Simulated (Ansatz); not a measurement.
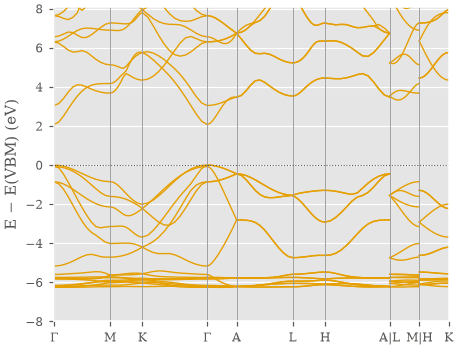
Figure. Band structure from the program Ansatz at the PBE level (PAW)

Problem. Read off the gap and where the band edges lie.

Solution. About 2.1 eV (2.08 eV by a search for the band edges); maximum at Γ, minimum at Γ.

Problem. Which of these materials gives this?
A) ZnS, wurtzite
B) CdS, wurtzite
C) WSe2, P6_3/mmc (W on 2c, Se on 4f)

Solution. A, ZnS, wurtzite

Space group P6_3mc (wurtzite). The PBE relaxation kept the symmetry of its start.

Potentials: the later of the program's two PAW sets.
